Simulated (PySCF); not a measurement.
# CHFO (formyl fluoride): the cost of one run

The runs use PySCF 2.14.0, with density-fitted response routines of our own; the level of theory stands in each step. All values are computed, except where a source is named. Atoms count from 0, in the outputs and in this text.

## Step 1: Starting geometry

4 atoms, charge 0, multiplicity 1; geometry from: GFN2-xTB. The atoms were then displaced at random by about 0.01 Å, so the start is not that level's minimum.

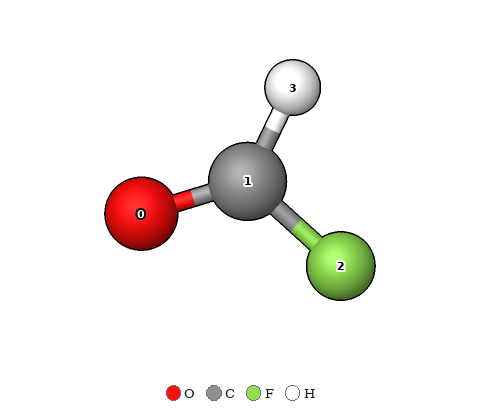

As it starts; oxygen red, carbon grey, fluorine green, hydrogen white, atoms numbered.

## Step 2: Optimising the geometry at PBE0-D3(BJ)/def2-TZVP

The job: settings as JSON, then the geometry in Å.

```
{"job": {"xc": "PBE0", "basis": "def2-TZVP", "d3": "d3bj", "grid": 2, "shake": 0.01, "kind": "geom"}, "charge": 0, "multiplicity": 1}
O     -0.864260    -0.879610     0.002820
C     -0.094470     0.000730    -0.007740
F      1.209620    -0.240990    -0.015830
H     -0.212900     1.094500    -0.012260
```

Command:

```sh
$ OMP_NUM_THREADS=1 python probes_run.py task.json out
```

The driver reads the jobs from task.json and runs them one after another.

Q: Estimate the wall time and peak memory of this first job on 1 thread of Arm Neoverse N1, shared host.

About 20 s, with a peak of 0.38 GiB.
